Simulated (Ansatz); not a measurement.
# Run report: C3H6OS, geometry relaxation (part 1 of 2)

- system: C3H6OS, SMILES C=C(O)SC
- method: RHF/STO-3G (Ansatz 0.2.0)

It belongs to a series of runs on one base structure; here: start relaxed. Figures and captions count atoms from 1; the log counts them from 0 in places.

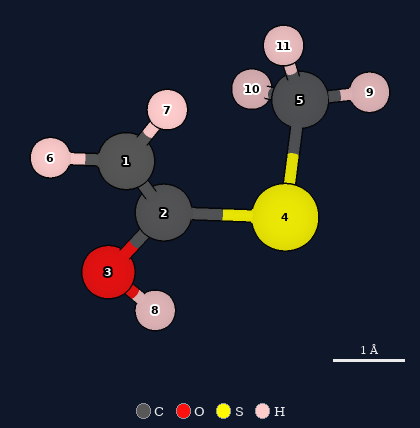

*The starting structure (ball-and-stick view, seen at a tilt; atoms are numbered from 1 in the order of the input).*

Bond lengths as drawn: C–C 1.31 Å, C–H 1.04 to 1.12 Å, C–O 1.37 Å, C–S 1.75 to 1.85 Å and H–O 0.98 Å.

### The input
```yaml
crystal:
  periodic: [false, false, false]
  atoms:
    - { symbol: C, position_ang: [0.3091, 0.5632, 1.5346] }
    - { symbol: C, position_ang: [0.2539, -0.5217, 0.8097] }
    - { symbol: O, position_ang: [-0.2692, -1.6721, 1.3434] }
    - { symbol: S, position_ang: [0.9757, -0.6207, -0.7852] }
    - { symbol: C, position_ang: [-0.259, 0.4176, -1.6968] }
    - { symbol: H, position_ang: [-0.142, 0.6314, 2.529] }
    - { symbol: H, position_ang: [0.6956, 1.5385, 1.144] }
    - { symbol: H, position_ang: [0.002, -2.3376, 0.6838] }
    - { symbol: H, position_ang: [-0.0176, 0.4125, -2.7035] }
    - { symbol: H, position_ang: [-1.2841, 0.0703, -1.5209] }
    - { symbol: H, position_ang: [-0.199, 1.4616, -1.3174] }
basis:
  gaussian: { orbitals: STO-3G }
hamiltonian:
  xc: hf
relax:
  f_tol: 0.02
  max_steps: 40
scf:
  lower_state_search: "off"
```

Run on 1 thread of Arm Neoverse V2, 24 GiB of memory available, shared host.

Run as:
```bash
ansatz run input.yaml --threads 1 --pin off --max-ram 2048MiB --backend cpu --events-out ev --progress --plain --runs-dir out
```

### The program's output
```
The last accepted step is kept in [file] (removed where the run ends without a failure and the disk answers)
Engine: ansatz 0.2.0, aarch64-unknown-linux-gnu
Functional definition: HF
  exchange = exact_x
  correlation = 0
these checks for a lower state are left out or cut short: stability, starts, cluster_reference, orbital_swaps, neighbouring_geometries, increment
507 factors; integrals over basis functions are off by at most 1.3e-5 eV
mean field evaluation 1: about -15852.7054 eV, gradient 2.6e1 eV
mean field evaluation 2: about -15852.8683 eV, gradient 2.6e1 eV
mean field evaluation 4: about -15855.1718 eV, gradient 1.9e0 eV
mean field evaluation 8: about -15855.1921 eV, gradient 5.2e-2 eV
mean field -15855.19208187 eV, -582.6675619737 hartree, gradient 1.0e-6 eV, S^2 0.000000; 0 other end points of the search recorded, 0 dependent functions left out
the calculation of the forces begins
reference -15855.19208187 eV, -582.6675619737 hartree; 24, 24 occupied and 11, 11 virtual orbitals, 507 factors
relax step   1: F+E_penalty+E_count = -15855.19208187 eV  Δ(F+E_penalty+E_count) = +0.000e0 eV  max|allowed force component| = 4.170e0 eV/Å  Δτ_max = 0.0000 Å  (19 SCF iters, accepted)
these checks for a lower state are left out or cut short: stability, starts, cluster_reference, orbital_swaps, neighbouring_geometries, increment
507 factors; integrals over basis functions are off by at most 1.7e-5 eV
mean field evaluation 16: about -15855.4268 eV, gradient 2.3e-1 eV
mean field -15855.42703016 eV, -582.6761961640 hartree, gradient 2.0e-6 eV, S^2 0.000000; 0 other end points of the search recorded, 0 dependent functions left out
[... from here on the field's lines of each further geometry are left out, up to the last ...]
relax step   2: F+E_penalty+E_count = -15855.42703016 eV  Δ(F+E_penalty+E_count) = -2.349e-1 eV  max|allowed force component| = 1.020e0 eV/Å  Δτ_max = 0.1143 Å  (25 SCF iters, accepted)
relax step   3: F+E_penalty+E_count = -15855.48544024 eV  Δ(F+E_penalty+E_count) = -5.841e-2 eV  max|allowed force component| = 5.891e-1 eV/Å  Δτ_max = 0.0506 Å  (26 SCF iters, accepted)
relax step   4: F+E_penalty+E_count = -15855.49305385 eV  Δ(F+E_penalty+E_count) = -7.614e-3 eV  max|allowed force component| = 2.542e-1 eV/Å  Δτ_max = 0.0133 Å  (19 SCF iters, accepted)
relax step   5: F+E_penalty+E_count = -15855.49526523 eV  Δ(F+E_penalty+E_count) = -2.211e-3 eV  max|allowed force component| = 2.733e-2 eV/Å  Δτ_max = 0.0225 Å  (19 SCF iters, accepted)
relax step   6: F+E_penalty+E_count = -15855.49596264 eV  Δ(F+E_penalty+E_count) = -6.974e-4 eV  max|allowed force component| = 6.486e-2 eV/Å  Δτ_max = 0.0222 Å  (19 SCF iters, accepted)
relax step   7: F+E_penalty+E_count = -15855.49699050 eV  Δ(F+E_penalty+E_count) = -1.028e-3 eV  max|allowed force component| = 1.226e-1 eV/Å  Δτ_max = 0.0606 Å  (18 SCF iters, accepted)
relax step   8: F+E_penalty+E_count = -15855.49748179 eV  Δ(F+E_penalty+E_count) = -4.913e-4 eV  max|allowed force component| = 6.634e-2 eV/Å  Δτ_max = 0.0267 Å  (19 SCF iters, accepted)
relax step   9: F+E_penalty+E_count = -15855.49786046 eV  Δ(F+E_penalty+E_count) = -3.787e-4 eV  max|allowed force component| = 4.906e-2 eV/Å  Δτ_max = 0.0338 Å  (19 SCF iters, accepted)
relax step  10: F+E_penalty+E_count = -15855.49818163 eV  Δ(F+E_penalty+E_count) = -3.212e-4 eV  max|allowed force component| = 7.366e-2 eV/Å  Δτ_max = 0.0363 Å  (19 SCF iters, accepted)
relax step  11: F+E_penalty+E_count = -15855.49854777 eV  Δ(F+E_penalty+E_count) = -3.661e-4 eV  max|allowed force component| = 5.072e-2 eV/Å  Δτ_max = 0.0330 Å  (18 SCF iters, accepted)
relax step  12: F+E_penalty+E_count = -15855.49882850 eV  Δ(F+E_penalty+E_count) = -2.807e-4 eV  max|allowed force component| = 1.792e-1 eV/Å  Δτ_max = 0.0859 Å  (18 SCF iters, accepted)
relax step  13: F+E_penalty+E_count = -15855.49995923 eV  Δ(F+E_penalty+E_count) = -1.131e-3 eV  max|allowed force component| = 9.953e-2 eV/Å  Δτ_max = 0.0114 Å  (19 SCF iters, accepted)
relax step  14: F+E_penalty+E_count = -15855.50156873 eV  Δ(F+E_penalty+E_count) = -1.610e-3 eV  max|allowed force component| = 6.615e-2 eV/Å  Δτ_max = 0.0415 Å  (18 SCF iters, accepted)
relax step  15: F+E_penalty+E_count = -15855.49434696 eV  Δ(F+E_penalty+E_count) = +7.222e-3 eV  max|allowed force component| = 6.110e-1 eV/Å  Δτ_max = 0.1957 Å  (24 SCF iters, rejected (line search))
relax step  16: F+E_penalty+E_count = -15855.50311025 eV  Δ(F+E_penalty+E_count) = -1.542e-3 eV  max|allowed force component| = 8.554e-2 eV/Å  Δτ_max = 0.0854 Å  (26 SCF iters, accepted)
relax step  17: F+E_penalty+E_count = -15855.50320713 eV  Δ(F+E_penalty+E_count) = -9.689e-5 eV  max|allowed force component| = 1.647e-1 eV/Å  Δτ_max = 0.0976 Å  (18 SCF iters, accepted)
relax step  18: F+E_penalty+E_count = -15855.50590003 eV  Δ(F+E_penalty+E_count) = -2.693e-3 eV  max|allowed force component| = 1.364e-1 eV/Å  Δτ_max = 0.0417 Å  (18 SCF iters, accepted)
relax step  19: F+E_penalty+E_count = -15855.50730737 eV  Δ(F+E_penalty+E_count) = -1.407e-3 eV  max|allowed force component| = 2.750e-1 eV/Å  Δτ_max = 0.1071 Å  (26 SCF iters, accepted)
relax step  20: F+E_penalty+E_count = -15855.50966483 eV  Δ(F+E_penalty+E_count) = -2.357e-3 eV  max|allowed force component| = 1.106e-1 eV/Å  Δτ_max = 0.0508 Å  (18 SCF iters, accepted)
relax step  21: F+E_penalty+E_count = -15855.51042916 eV  Δ(F+E_penalty+E_count) = -7.643e-4 eV  max|allowed force component| = 7.836e-2 eV/Å  Δτ_max = 0.0190 Å  (19 SCF iters, accepted)
relax step  22: F+E_penalty+E_count = -15855.51094854 eV  Δ(F+E_penalty+E_count) = -5.194e-4 eV  max|allowed force component| = 5.592e-2 eV/Å  Δτ_max = 0.0185 Å  (19 SCF iters, accepted)
the calculation of the forces begins
reference -15855.51141665 eV, -582.6792973104 hartree; 24, 24 occupied and 11, 11 virtual orbitals, 509 factors
relax step  23: F+E_penalty+E_count = -15855.51141665 eV  Δ(F+E_penalty+E_count) = -4.681e-4 eV  max|allowed force component| = 2.195e-2 eV/Å  Δτ_max = 0.0241 Å  (19 SCF iters, accepted)
these checks for a lower state are left out or cut short: stability, starts, cluster_reference, orbital_swaps, neighbouring_geometries, increment
509 factors; integrals over basis functions are off by at most 1.6e-5 eV
mean field -15855.51149277 eV, -582.6793001074 hartree, gradient 2.0e-6 eV, S^2 0.000000; 0 other end points of the search recorded, 0 dependent functions left out
the calculation of the forces begins
reference -15855.51149277 eV, -582.6793001074 hartree; 24, 24 occupied and 11, 11 virtual orbitals, 509 factors
relax step  24: F+E_penalty+E_count = -15855.51149277 eV  Δ(F+E_penalty+E_count) = -7.611e-5 eV  max|allowed force component| = 1.611e-2 eV/Å  Δτ_max = 0.0128 Å  (19 SCF iters, accepted)
```

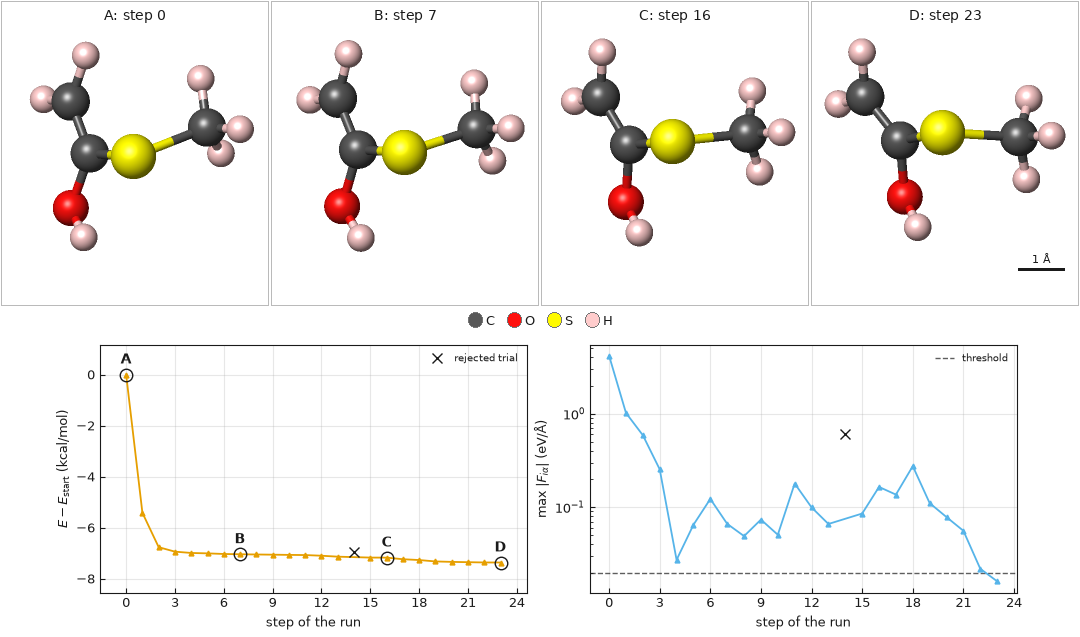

*Frames of the relaxation (ball-and-stick view, seen at a tilt) above the curves, on which the letters mark them (the first geometry is step 0 here and step 1 in the log).*

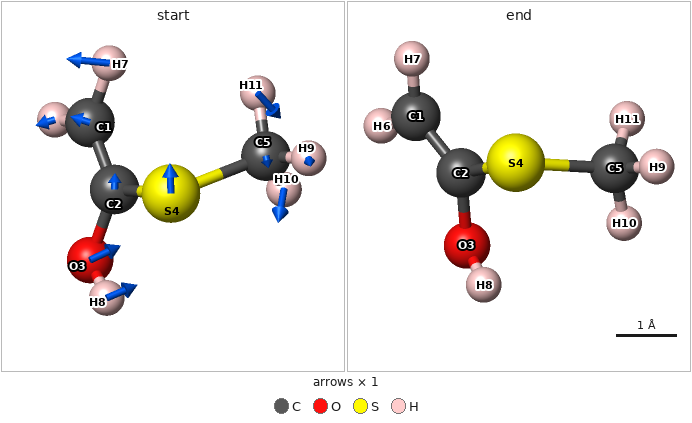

*Before (left) and after (right) the relaxation, at one scale (ball-and-stick view, seen at a tilt). The blue arrows give the displacements, at true length.*

The largest move after the best rigid fit is that of H7, 0.74 Å. By element the largest moves are H 0.74 Å, O 0.60 Å, S 0.52 Å, C 0.35 Å. Among the contacts that change: C5–H9 1.035 → 1.085 Å, S4–C5 1.853 → 1.803 Å, C1–H7 1.119 → 1.079 Å, C2–O3 1.372 → 1.406 Å. Among the angles that change: C2–O3–H8 101.7° → 105.5°, H9–C5–H10 111.9° → 108.1°, H6–C1–H7 113.9° → 117.1°. Over 23 geometry steps the energy falls by 7.37 kcal/mol. Largest force component: 4.2 eV/Å at the start, 0.016 eV/Å at the end. The line search rejected the trial step at point 14 (counted from 0) and went back. (Atoms are counted from 1 in the order of the input.)

```
Total energy: -15855.51149277 eV, -582.6793001074 hartree
Atom 0 at     0.509710     0.598382     1.824212 Å, force    -0.001049    -0.001541    -0.006966 eV/Å
Atom 1 at     0.306894    -0.246135     0.836538 Å, force     0.016111    -0.006190    -0.013033 eV/Å
Atom 2 at    -0.598685    -1.306133     1.014786 Å, force    -0.015919    -0.008529     0.004541 eV/Å
Atom 3 at     1.131345    -0.126061    -0.741765 Å, force     0.000642     0.004536     0.004409 eV/Å
Atom 4 at    -0.311287     0.219469    -1.766560 Å, force     0.004666    -0.000135     0.002362 eV/Å
Atom 5 at     0.029092     0.464437     2.782164 Å, force     0.000117     0.001049     0.003260 eV/Å
Atom 6 at     1.158456     1.453208     1.714496 Å, force    -0.002043    -0.000000     0.003137 eV/Å
Atom 7 at    -0.335114    -1.994122     0.353603 Å, force     0.005694     0.010681     0.005678 eV/Å
Atom 8 at     0.012809     0.265887    -2.801325 Å, force    -0.000820     0.000081     0.001192 eV/Å
Atom 9 at    -1.067232    -0.556444    -1.683758 Å, force    -0.005988    -0.001117    -0.002322 eV/Å
Atom 10 at    -0.770588     1.170512    -1.511692 Å, force    -0.001409     0.001166    -0.002258 eV/Å
Dipole moment:     0.010329    -0.047464    -0.288814 e Å
Checks for a lower state left out: stability, starts, cluster_reference, orbital_swaps, neighbouring_geometries, increment
```

### Trajectory as extended XYZ (Å, eV, eV/Å), 20 of the 24 frames kept, from step=1 to step=24
```
11
Properties=species:S:1:pos:R:3:forces:R:3 step=1 energy=-15855.19208
C     0.3091    0.5632    1.5346   -0.2809   2.8324   0.6340
C     0.2539   -0.5217    0.8097    0.8509   1.3014   0.3890
O    -0.2692   -1.6721    1.3434   -0.6210  -0.8862   0.5324
S     0.9757   -0.6207   -0.7852   -0.7411   0.5560  -1.9632
C    -0.2590    0.4176   -1.6968    0.1677   0.4487   4.1702
H    -0.1420    0.6314    2.5290    0.3142  -0.2779  -0.5101
H     0.6956    1.5385    1.1440   -0.3923  -1.6754   0.4856
H     0.0020   -2.3376    0.6838   -0.1382  -1.1346  -0.2437
H    -0.0176    0.4125   -2.7035    0.4367  -0.1273  -2.6127
H    -1.2841    0.0703   -1.5209    0.4834  -0.0284  -0.3453
H    -0.1990    1.4616   -1.3174   -0.0796  -1.0088  -0.5362
11
Properties=species:S:1:pos:R:3:forces:R:3 step=2 energy=-15855.42703
C     0.2668    0.6109    1.5505    1.0204  -0.2599   0.2117
C     0.3308   -0.5052    0.8420   -1.0175   0.9114   0.0494
O    -0.2954   -1.6640    1.3279    0.2260  -0.0387   0.0644
S     0.9682   -0.5776   -0.8184    0.3301   0.0070  -0.4528
C    -0.2625    0.4268   -1.6944    0.0525  -0.2431   0.6205
H    -0.1366    0.6281    2.5554   -0.1627  -0.0464  -0.2063
H     0.7730    1.5179    1.2256   -0.4348  -0.2972  -0.0439
H    -0.0400   -2.3782    0.6927   -0.0500  -0.0442   0.0176
H    -0.0160    0.4080   -2.7491    0.0043  -0.0187  -0.0918
H    -1.2608    0.0151   -1.5562    0.0288   0.1289  -0.1309
H    -0.2621    1.4612   -1.3553    0.0029  -0.0991  -0.0378
11
Properties=species:S:1:pos:R:3:forces:R:3 step=3 energy=-15855.48544
C     0.3106    0.6039    1.5749    0.0122  -0.2457  -0.5594
C     0.2887   -0.4861    0.8221    0.0606   0.3176   0.5891
O    -0.2766   -1.6675    1.3438    0.1431   0.1349  -0.2129
S     0.9744   -0.5779   -0.8267   -0.0814   0.0594   0.0714
C    -0.2569    0.4205   -1.6867    0.0710  -0.1860  -0.1685
H    -0.1198    0.6220    2.5667    0.0400  -0.0584  -0.0603
H     0.7348    1.5326    1.2050   -0.1166  -0.2809   0.1509
H    -0.0657   -2.3746    0.6806   -0.0647   0.1320   0.0921
H    -0.0037    0.4126   -2.7452   -0.0761   0.0500   0.1141
H    -1.2559    0.0071   -1.5710    0.0079   0.0652  -0.0341
H    -0.2644    1.4504   -1.3428    0.0041   0.0119   0.0176
11
Properties=species:S:1:pos:R:3:forces:R:3 step=5 energy=-15855.49526
C     0.3142    0.6054    1.5774    0.0252   0.0196  -0.0032
C     0.2997   -0.4766    0.8291   -0.0105  -0.0021   0.0112
O    -0.2757   -1.6507    1.3399    0.0192  -0.0223   0.0064
S     0.9806   -0.5691   -0.8206    0.0012  -0.0002  -0.0135
C    -0.2593    0.4075   -1.6914    0.0052   0.0060   0.0135
H    -0.1117    0.6100    2.5695   -0.0146  -0.0158  -0.0051
H     0.7455    1.5288    1.2257    0.0021   0.0251   0.0056
H    -0.0876   -2.3506    0.6666   -0.0273   0.0040  -0.0039
H    -0.0001    0.4163   -2.7453    0.0031   0.0000  -0.0091
H    -1.2562   -0.0130   -1.5907    0.0020  -0.0081   0.0000
H    -0.2841    1.4352   -1.3396   -0.0055  -0.0062  -0.0019
```
